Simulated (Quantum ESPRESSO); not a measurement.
# CrB2: spin-resolved density of states

Aim: the densities of states of CrB2 in the lowest state of several starts.

Calculated with Quantum ESPRESSO 7.5; PBEsol; plane waves with GBRV 1.5 PBEsol potentials, no spin-orbit coupling.

## Step 1: The starting structure

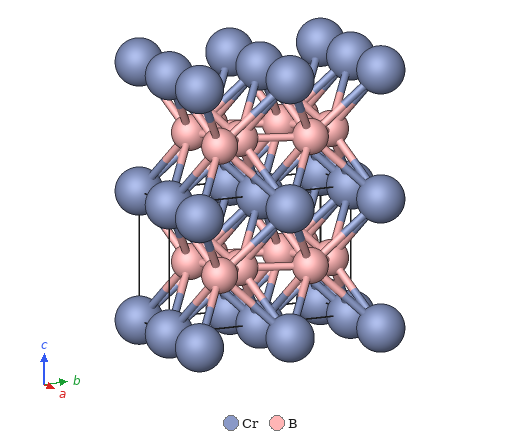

The cell as given, slightly off an axis (chromium light blue, boron pink). 2×1×2 cells are drawn. Some periodic images of atoms are drawn too.

The cell comes from the Crystallography Open Database.

## Step 2: The magnetic state

This state came out lowest in a comparison of starts that is told elsewhere.

pw.in

```
&CONTROL
  calculation = 'scf'
  prefix = 'pwscf'
  outdir = './tmp'
  pseudo_dir = './pseudo'
  disk_io = 'low'
/
&SYSTEM
  ibrav = 0
  celldm(1) = 8
  nat = 6
  ntyp = 3
  ecutwfc = 40
  ecutrho = 280
  nbnd = 33
  occupations = 'smearing'
  smearing = 'fd'
  degauss = 0.00734986
  nspin = 2
  starting_magnetization(1) = 0.1786
  starting_magnetization(2) = -0.1786
  starting_magnetization(3) = 0
/
&ELECTRONS
  conv_thr = 1.2d-08
  electron_maxstep = 150
  mixing_beta = 0.3
/
ATOMIC_SPECIES
Cr1    51.9961 cr_pbesol_v1.5.uspp.F.UPF
Cr2    51.9961 cr_pbesol_v1.5.uspp.F.UPF
B      10.8100 b_pbesol_v1.4.uspp.F.UPF
CELL_PARAMETERS alat
   0.7015608237673    0.0000000000000    0.0000000000000
  -0.7015608237673    1.2151389913461    0.0000000000000
   0.0000000000000    0.0000000000000    0.7251824003251
ATOMIC_POSITIONS crystal
Cr1     0.0000000000    0.0000000000    0.0000000000
Cr2     0.0000000000    0.5000000000    0.0000000000
B       0.3333333333    0.3333333334    0.5000000000
B       0.3333333333    0.8333333333    0.5000000000
B       0.6666666667    0.1666666666    0.5000000000
B       0.6666666667    0.6666666666    0.5000000000
K_POINTS automatic
10 5 10 0 0 0
```

On the command line:

```console
OMP_NUM_THREADS=1 mpirun -n 4 pw.x -nk 4 -in pw.in > pw.out
```

What it wrote:

```text
Program PWSCF v.7.5 starts

     Message from routine setup:
     using ibrav=0 with symmetry is DISCOURAGED, use correct ibrav instead

     K-points division:     npool     =       4
     Subspace diagonalization in iterative solution of the eigenvalue problem:

     bravais-lattice index     =            0
     lattice parameter (alat)  =       8.0000  a.u.
     unit-cell volume          =     316.5254 (a.u.)^3
     number of atoms/cell      =            6
     number of atomic types    =            3
     number of electrons       =        40.00
     number of Kohn-Sham states=           33
     kinetic-energy cutoff     =      40.0000  Ry
     charge density cutoff     =     280.0000  Ry
     scf convergence threshold =      1.2E-08
     mixing beta               =       0.3000
     number of iterations used =            8  plain     mixing
     Exchange-correlation= SLA  PW   PSX  PSC
                           (   1   4  10   8   0   0   0)

     celldm(1)=   8.000000  celldm(2)=   0.000000  celldm(3)=   0.000000
     celldm(4)=   0.000000  celldm(5)=   0.000000  celldm(6)=   0.000000

     crystal axes: (cart. coord. in units of alat)
               a(1) = (   0.701561   0.000000   0.000000 )
               a(2) = (  -0.701561   1.215139   0.000000 )
               a(3) = (   0.000000   0.000000   0.725182 )

     reciprocal axes: (cart. coord. in units 2 pi/alat)
               b(1) = (  1.425393  0.822951 -0.000000 )
               b(2) = (  0.000000  0.822951  0.000000 )
               b(3) = (  0.000000 -0.000000  1.378963 )

     PseudoPot. # 1 for Cr read from file:
     cr_pbesol_v1.5.uspp.F.UPF
     Pseudo is Ultrasoft + core correction, Zval = 14.0

     PseudoPot. # 2 for Cr read from file:
     cr_pbesol_v1.5.uspp.F.UPF
     Pseudo is Ultrasoft + core correction, Zval = 14.0

     PseudoPot. # 3 for B  read from file:
     b_pbesol_v1.4.uspp.F.UPF
     Pseudo is Ultrasoft + core correction, Zval =  3.0

     atomic species   valence    mass     pseudopotential
     Cr1              14.00    51.99610     Cr( 1.00)
     Cr2              14.00    51.99610     Cr( 1.00)
     B                 3.00    10.81000     B ( 1.00)

     Starting magnetic structure
     atomic species   magnetization
     Cr1             0.179
     Cr2            -0.179
     B               0.000

      8 Sym. Ops., with inversion, found

   Cartesian axes

     site n.     atom                  positions (alat units)
         1        Cr1    tau(   1) = (   0.0000000   0.0000000   0.0000000  )
         2        Cr2    tau(   2) = (  -0.3507804   0.6075695   0.0000000  )
         3        B      tau(   3) = (  -0.0000000   0.4050463   0.3625912  )
         4        B      tau(   4) = (  -0.3507804   1.0126158   0.3625912  )
         5        B      tau(   5) = (   0.3507804   0.2025232   0.3625912  )
         6        B      tau(   6) = (   0.0000000   0.8100927   0.3625912  )

     number of k points=   108  Fermi-Dirac smearing, width (Ry)=  0.0073

     Number of k-points >= 100: set verbosity='high' to print them.

     Dense  grid:    25033 G-vectors     FFT dimensions: (  30,  60,  32)

     Smooth grid:    10819 G-vectors     FFT dimensions: (  24,  45,  24)

     Check: negative core charge=   -0.000006
     Generating pointlists ...
     new r_m :   0.2242 (alat units)  1.7940 (a.u.) for type    1
     new r_m :   0.2242 (alat units)  1.7940 (a.u.) for type    2
     new r_m :   0.1671 (alat units)  1.3367 (a.u.) for type    3

     Initial potential from superposition of free atoms

     starting charge      37.9988, renormalised to      40.0000

     negative rho (up, down):  1.650E-03 1.650E-03
     Starting wfcs are   36 randomized atomic wfcs

     Self-consistent Calculation

     iteration #  1     ecut=    40.00 Ry     beta= 0.30
     Davidson diagonalization with overlap
     ethr =  1.00E-02,  avg # of iterations =  3.9

     negative rho (up, down):  2.154E-03 2.154E-03

     total energy              =    -374.15230284 Ry
     estimated scf accuracy    <       7.84982312 Ry

     total magnetization       =    -0.00 Bohr mag/cell
     absolute magnetization    =     1.58 Bohr mag/cell

     iteration #  2     ecut=    40.00 Ry     beta= 0.30
     Davidson diagonalization with overlap
     ethr =  1.00E-02,  avg # of iterations =  2.7

     negative rho (up, down):  1.789E-03 1.788E-03

     total energy              =    -375.74717604 Ry
     estimated scf accuracy    <       3.82570164 Ry

     total magnetization       =    -0.00 Bohr mag/cell
     absolute magnetization    =     3.54 Bohr mag/cell

     [... further iterations left out ...]

     iteration # 14     ecut=    40.00 Ry     beta= 0.30
     Davidson diagonalization with overlap
     ethr =  2.47E-10,  avg # of iterations =  2.0

     negative rho (up, down):  1.573E-03 1.572E-03

     total energy              =    -376.37698118 Ry
     estimated scf accuracy    <       0.00000002 Ry

     total magnetization       =    -0.00 Bohr mag/cell
     absolute magnetization    =     2.77 Bohr mag/cell

     iteration # 15     ecut=    40.00 Ry     beta= 0.30
     Davidson diagonalization with overlap
     ethr =  4.94E-11,  avg # of iterations =  2.0

     negative rho (up, down):  1.573E-03 1.572E-03

     Magnetic moment per site  (integrated on atomic sphere of radius R)
     atom   1 (R=0.224)  charge= 11.8130  magn=  1.1972
     atom   2 (R=0.224)  charge= 11.8131  magn= -1.1973
     atom   3 (R=0.167)  charge=  1.3274  magn=  0.0074
     atom   4 (R=0.167)  charge=  1.3274  magn= -0.0074
     atom   5 (R=0.167)  charge=  1.3274  magn= -0.0074
     atom   6 (R=0.167)  charge=  1.3274  magn=  0.0074

     End of self-consistent calculation

     Number of k-points >= 100: set verbosity='high' to print the bands.

     the Fermi energy is    16.4604 ev

!    total energy              =    -376.37698120 Ry
     estimated scf accuracy    <          5.8E-09 Ry
     smearing contrib. (-TS)   =      -0.00798235 Ry
     internal energy E=F+TS    =    -376.36899885 Ry

     The total energy is F=E-TS. E is the sum of the following terms:
     one-electron contribution =    -138.71964481 Ry
     hartree contribution      =      91.71966651 Ry
     xc contribution           =     -56.63705258 Ry
     ewald contribution        =    -272.73196797 Ry

     total magnetization       =    -0.00 Bohr mag/cell
     absolute magnetization    =     2.77 Bohr mag/cell

     convergence has been achieved in  15 iterations

=------------------------------------------------------------------------------=
   JOB DONE.
=------------------------------------------------------------------------------=
```

The job ended after 46 s (4 MPI ranks of Arm Neoverse V2, shared host; peak memory 0.47 GiB).

Spin moment in the atom's sphere by atom:

```csv
atom,spin moment in the atom's sphere (μB)
Cr1,1.20
Cr2,-1.20
B3,0.01
B4,-0.01
B5,-0.01
B6,0.01
```

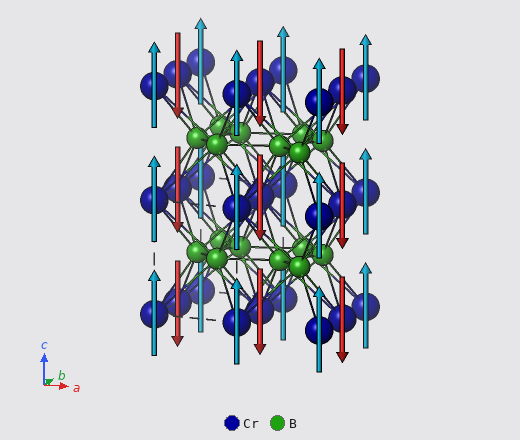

Spin moment in the atom's sphere as arrows, the longest 1.20 μB. Up and down stand for the sign. Arrows give size and sign along the axis of quantisation, drawn up and down the page. The two directions have two colours. 2×1×2 cells are drawn. Some periodic images of atoms are drawn too.

Read from the output:

- smearing term TS: 0.1086 eV
- magnetization: 0 μB
- absolute magnetization: 2.774 μB
- final state: antiferromagnetic

## Step 3: Projected density of states

projwfc.in

```
&PROJWFC
  prefix = 'pwscf'
  outdir = './tmp'
  filpdos = 'pdos'
  ngauss = 0
  degauss = 0.01
  DeltaE = 0.05
  Emin = 7.46
  Emax = 21.46
/
```

On the command line:

```console
OMP_NUM_THREADS=1 mpirun -n 4 projwfc.x -nk 4 -in projwfc.in > projwfc.out
```

What it wrote:

```text
[banner, memory and clock lines left out]
Program PROJWFC v.7.5 starts

     [... lines left out ...]
     IMPORTANT: XC functional enforced from input :
     Exchange-correlation= PBESOL
                           (   1   4  10   8   0   0   0)
     Any further DFT definition will be discarded
     Please, verify this is what you really want

     G-vector sticks info

     Check: negative core charge=   -0.000006

     negative rho (up, down):  1.573E-03 1.572E-03

     Gaussian broadening (read from input): ngauss,degauss=   0    0.010000

     Calling projwave ....

  Problem Sizes
  natomwfc =           36
  nbnd     =           33
  nkstot   =          216
  npwx     =         1370
  nkb      =           68

     Atomic states used for projection
     (read from pseudopotential files):

     state #   1: atom   1 (Cr1), wfc  1 (l=0 m= 1)
     state #   2: atom   1 (Cr1), wfc  2 (l=1 m= 1)
     state #   3: atom   1 (Cr1), wfc  2 (l=1 m= 2)
     state #   4: atom   1 (Cr1), wfc  2 (l=1 m= 3)
     state #   5: atom   1 (Cr1), wfc  3 (l=0 m= 1)
     state #   6: atom   1 (Cr1), wfc  4 (l=2 m= 1)
     state #   7: atom   1 (Cr1), wfc  4 (l=2 m= 2)
     state #   8: atom   1 (Cr1), wfc  4 (l=2 m= 3)
     state #   9: atom   1 (Cr1), wfc  4 (l=2 m= 4)
     state #  10: atom   1 (Cr1), wfc  4 (l=2 m= 5)
     state #  11: atom   2 (Cr2), wfc  1 (l=0 m= 1)
     state #  12: atom   2 (Cr2), wfc  2 (l=1 m= 1)
     state #  13: atom   2 (Cr2), wfc  2 (l=1 m= 2)
     state #  14: atom   2 (Cr2), wfc  2 (l=1 m= 3)
     state #  15: atom   2 (Cr2), wfc  3 (l=0 m= 1)
     state #  16: atom   2 (Cr2), wfc  4 (l=2 m= 1)
     state #  17: atom   2 (Cr2), wfc  4 (l=2 m= 2)
     state #  18: atom   2 (Cr2), wfc  4 (l=2 m= 3)
     state #  19: atom   2 (Cr2), wfc  4 (l=2 m= 4)
     state #  20: atom   2 (Cr2), wfc  4 (l=2 m= 5)
     state #  21: atom   3 (B  ), wfc  1 (l=0 m= 1)
     state #  22: atom   3 (B  ), wfc  2 (l=1 m= 1)
     state #  23: atom   3 (B  ), wfc  2 (l=1 m= 2)
     state #  24: atom   3 (B  ), wfc  2 (l=1 m= 3)
     state #  25: atom   4 (B  ), wfc  1 (l=0 m= 1)
     state #  26: atom   4 (B  ), wfc  2 (l=1 m= 1)
     state #  27: atom   4 (B  ), wfc  2 (l=1 m= 2)
     state #  28: atom   4 (B  ), wfc  2 (l=1 m= 3)
     state #  29: atom   5 (B  ), wfc  1 (l=0 m= 1)
     state #  30: atom   5 (B  ), wfc  2 (l=1 m= 1)
     state #  31: atom   5 (B  ), wfc  2 (l=1 m= 2)
     state #  32: atom   5 (B  ), wfc  2 (l=1 m= 3)
     state #  33: atom   6 (B  ), wfc  1 (l=0 m= 1)
     state #  34: atom   6 (B  ), wfc  2 (l=1 m= 1)
     state #  35: atom   6 (B  ), wfc  2 (l=1 m= 2)
     state #  36: atom   6 (B  ), wfc  2 (l=1 m= 3)

 [... projections of the bands left out ...]

Lowdin Charges:

     Atom #   1: total charge =  12.9121, s =  2.2479, p =  5.9905, d =  4.6737,
                 spin up      =   7.1366, s =  1.1288,
                 spin up      =   7.1366, p =  2.9956, pz=  0.9983, px=  0.9986, py=  0.9987,
                 spin up      =   7.1366, d =  3.0122, dz2=  0.8330, dxz=  0.4851, dyz=  0.5061, dx2-y2=  0.5853, dxy=  0.6027,
                 spin down    =   5.7755, s =  1.1191,
                 spin down    =   5.7755, p =  2.9949, pz=  0.9979, px=  0.9985, py=  0.9984,
                 spin down    =   5.7755, d =  1.6615, dz2=  0.2168, dxz=  0.3801, dyz=  0.3850, dx2-y2=  0.3832, dxy=  0.2965,
                 polarization =   1.3611, s =  0.0096, p =  0.0008, d =  1.3506,
     Atom #   2: total charge =  12.9122, s =  2.2479, p =  5.9905, d =  4.6738,
                 spin up      =   5.7755, s =  1.1191,
                 spin up      =   5.7755, p =  2.9949, pz=  0.9979, px=  0.9985, py=  0.9984,
                 spin up      =   5.7755, d =  1.6615, dz2=  0.2168, dxz=  0.3801, dyz=  0.3850, dx2-y2=  0.3832, dxy=  0.2965,
                 spin down    =   7.1367, s =  1.1288,
                 spin down    =   7.1367, p =  2.9956, pz=  0.9983, px=  0.9986, py=  0.9987,
                 spin down    =   7.1367, d =  3.0123, dz2=  0.8330, dxz=  0.4851, dyz=  0.5061, dx2-y2=  0.5854, dxy=  0.6027,
                 polarization =  -1.3612, s = -0.0096, p = -0.0008, d = -1.3508,
     Atom #   3: total charge =   3.4986, s =  0.7641, p =  2.7345, d =  0.0000,
                 spin up      =   1.7598, s =  0.3833,
                 spin up      =   1.7598, p =  1.3765, pz=  0.4702, px=  0.4579, py=  0.4485,
                 spin up      =   1.7598, d =  0.0000, dz2=  0.0000, dxz=  0.0000, dyz=  0.0000, dx2-y2=  0.0000, dxy=  0.0000,
                 spin down    =   1.7387, s =  0.3808,
                 spin down    =   1.7387, p =  1.3580, pz=  0.4563, px=  0.4472, py=  0.4545,
                 spin down    =   1.7387, d =  0.0000, dz2=  0.0000, dxz=  0.0000, dyz=  0.0000, dx2-y2=  0.0000, dxy=  0.0000,
                 polarization =   0.0211, s =  0.0025, p =  0.0186, d =  0.0000,
     Atom #   4: total charge =   3.4986, s =  0.7641, p =  2.7345, d =  0.0000,
                 spin up      =   1.7387, s =  0.3808,
                 spin up      =   1.7387, p =  1.3580, pz=  0.4563, px=  0.4472, py=  0.4545,
                 spin up      =   1.7387, d =  0.0000, dz2=  0.0000, dxz=  0.0000, dyz=  0.0000, dx2-y2=  0.0000, dxy=  0.0000,
                 spin down    =   1.7598, s =  0.3833,
                 spin down    =   1.7598, p =  1.3765, pz=  0.4702, px=  0.4579, py=  0.4485,
                 spin down    =   1.7598, d =  0.0000, dz2=  0.0000, dxz=  0.0000, dyz=  0.0000, dx2-y2=  0.0000, dxy=  0.0000,
                 polarization =  -0.0211, s = -0.0025, p = -0.0186, d =  0.0000,
     Atom #   5: total charge =   3.4986, s =  0.7641, p =  2.7345, d =  0.0000,
                 spin up      =   1.7387, s =  0.3808,
                 spin up      =   1.7387, p =  1.3580, pz=  0.4563, px=  0.4472, py=  0.4545,
                 spin up      =   1.7387, d =  0.0000, dz2=  0.0000, dxz=  0.0000, dyz=  0.0000, dx2-y2=  0.0000, dxy=  0.0000,
                 spin down    =   1.7598, s =  0.3833,
                 spin down    =   1.7598, p =  1.3765, pz=  0.4702, px=  0.4579, py=  0.4485,
                 spin down    =   1.7598, d =  0.0000, dz2=  0.0000, dxz=  0.0000, dyz=  0.0000, dx2-y2=  0.0000, dxy=  0.0000,
                 polarization =  -0.0211, s = -0.0025, p = -0.0186, d =  0.0000,
     Atom #   6: total charge =   3.4986, s =  0.7641, p =  2.7345, d =  0.0000,
                 spin up      =   1.7598, s =  0.3833,
                 spin up      =   1.7598, p =  1.3765, pz=  0.4702, px=  0.4579, py=  0.4485,
                 spin up      =   1.7598, d =  0.0000, dz2=  0.0000, dxz=  0.0000, dyz=  0.0000, dx2-y2=  0.0000, dxy=  0.0000,
                 spin down    =   1.7387, s =  0.3808,
                 spin down    =   1.7387, p =  1.3580, pz=  0.4563, px=  0.4472, py=  0.4545,
                 spin down    =   1.7387, d =  0.0000, dz2=  0.0000, dxz=  0.0000, dyz=  0.0000, dx2-y2=  0.0000, dxy=  0.0000,
                 polarization =   0.0211, s =  0.0025, p =  0.0186, d =  0.0000,
     Spilling Parameter:   0.0045
```

The job ended after 2.3 s (4 MPI ranks; peak memory 0.3 GiB).

The density of states has structure finer than the step of the table below, so its rows give means over 1 eV, whole bins alone (the curve runs from -9.00 to 5.05 eV). Peaks (eV: height): up -3.8: 2.43, -0.4: 2.3, 0.8: 2.93, 1.4: 3.02; down -3.8: 2.43, -0.4: 2.3, 0.8: 2.93, 1.4: 3.02; Cr1 d up -3.8: 0.68, -0.4: 1.58, 0.1: 1.09, 0.8: 0.837; Cr1 d down -3.8: 0.427, 0.9: 1.6, 1.3: 1.8; Cr2 d up -3.8: 0.427, 0.9: 1.6, 1.3: 1.8.

Gaussian broadening of 0.136 eV on the SCF mesh. Density of states against energy, zero at the Fermi level; means over each step; 7 of 8 lines; values in states/eV/cell:

| energy (eV) | up | down | Cr1 d up | Cr1 d down | Cr2 d up | Cr2 d down | B3 p up |
| --- | --- | --- | --- | --- | --- | --- | --- |
| -8 | 0.658 | 0.658 | 0.0446 | 0.0337 | 0.0337 | 0.0446 | 0.104 |
| -7 | 0.742 | 0.742 | 0.0630 | 0.0457 | 0.0457 | 0.0630 | 0.126 |
| -6 | 0.953 | 0.953 | 0.108 | 0.0727 | 0.0727 | 0.108 | 0.170 |
| -5 | 1.44 | 1.44 | 0.219 | 0.141 | 0.141 | 0.219 | 0.242 |
| -4 | 1.85 | 1.85 | 0.472 | 0.286 | 0.286 | 0.472 | 0.268 |
| -3 | 1.10 | 1.10 | 0.437 | 0.279 | 0.279 | 0.437 | 0.0953 |
| -2 | 0.701 | 0.701 | 0.318 | 0.238 | 0.238 | 0.318 | 0.0306 |
| -1 | 1.10 | 1.10 | 0.691 | 0.268 | 0.268 | 0.691 | 0.0309 |
| 0 | 1.73 | 1.73 | 0.990 | 0.514 | 0.514 | 0.990 | 0.0445 |
| 1 | 2.53 | 2.53 | 0.659 | 1.40 | 1.40 | 0.659 | 0.0902 |
| 2 | 1.45 | 1.45 | 0.387 | 0.636 | 0.636 | 0.387 | 0.0756 |
| 3 | 0.996 | 0.996 | 0.159 | 0.423 | 0.423 | 0.159 | 0.0698 |
| 4 | 0.631 | 0.631 | 0.0893 | 0.158 | 0.158 | 0.0893 | 0.0729 |

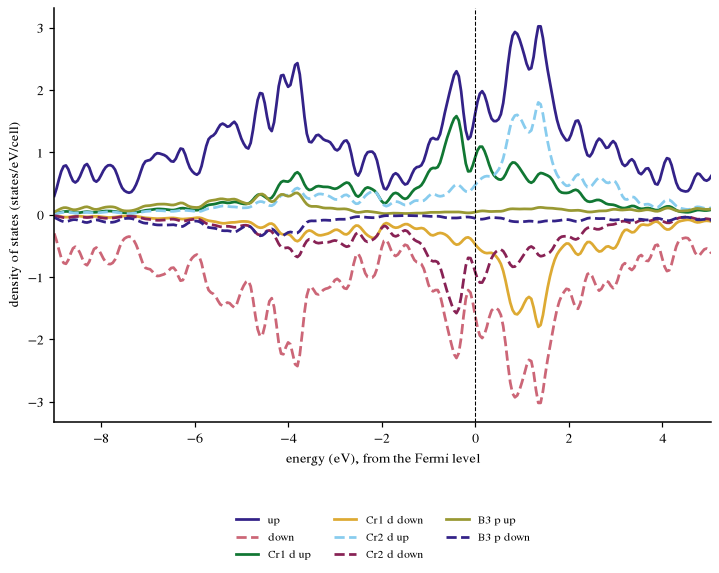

Density of states against energy. Down spins are drawn negative.

## Step 4: Summary of results

| Property | Result |
| --- | --- |
| state | antiferromagnetic |
| largest moment in a sphere | 1.20 μB |

In words: The most distinct maxima of the density of states (up) lie at -3.80, -0.40, 0.15, 0.85 and 1.40 eV, the highest at 1.40 eV. These are Kohn–Sham states without spin–orbit coupling, on the mesh of the self-consistent run. The moments are opposed on like sites, so the totals of the two spins are equal and the projections on single atoms show the splitting. Energies are free energies at an electronic temperature of 1160 K, which lowers moments and differences where the moments are itinerant.

[Logs and program files are shortened in this print: banners, set-up blocks, solver, clock and traceback lines can be left out without a mark of their own.]

[Logs are printed without paths, hosts, clocks, repeated set-up lines and the standing remarks that a program may print on its own settings, such as how far it seeks lower states.]

[Hosts, paths, dates, database ids (printed as entryN), source tags and the programs' standing remarks are cut or masked in the printed files.]

[Where a cell is said to come from a database of computed structures, the database is the Materials Project.]
